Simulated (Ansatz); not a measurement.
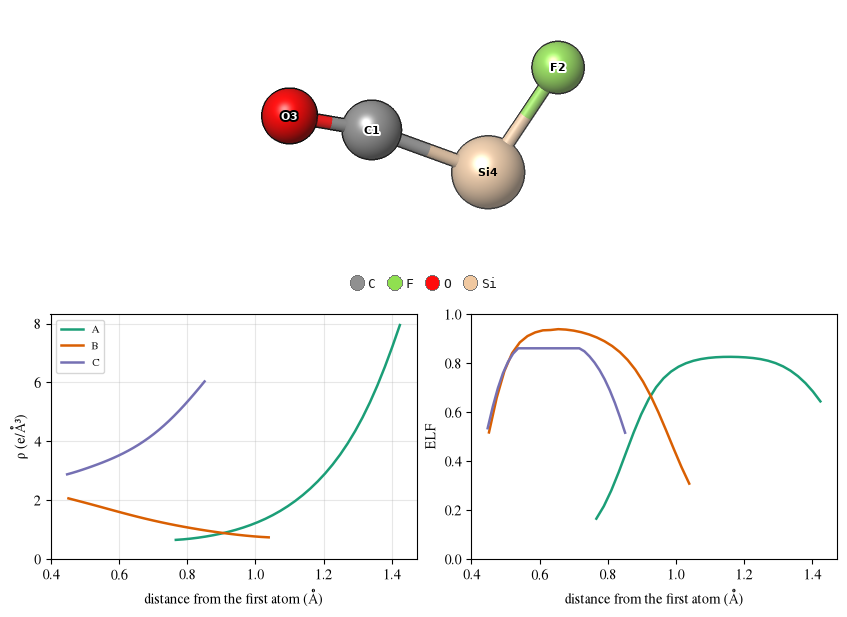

*CFOSi (charge −1). Total electron density and ELF along straight lines between neighbouring atoms. The curves leave out the atomic cores. The structure is drawn too.*

Geometry: B3LYP-D3(BJ)/def2-SVPD; the highest occupied orbital lies above zero, a sign that basis and functional describe the outermost electron poorly.

Level of theory: Ansatz 0.2.0, isolated molecule in a Gaussian basis; Kohn-Sham density functional theory, functional PBE0.

```xyz
4

C     1.1142    1.1766   -1.9244
F     2.8035    1.1590    0.1882
O     0.8838    0.9366   -3.0715
Si    1.1628    1.6509   -0.1813
```

> Which curve belongs to which contact (C–O, C–Si and Si–F)? The first atom named is at distance zero.

Curve A: Si–F (1.75 Å): ρ is about 0.81 e/Å³ halfway; the ELF peaks at about 0.85 in the valence shell of F, 0.6 Å from its nucleus, and is about 0.50 at the midpoint. Curve B: C–Si (1.81 Å): the density is about 0.89 e/Å³ at the midpoint; the ELF peaks at about 0.95 between the atoms (a covalent bond). Curve C: C–O (1.19 Å): ρ at the midpoint is about 3.5 e/Å³; the ELF peaks at about 0.85 between the atoms: a multiple bond.
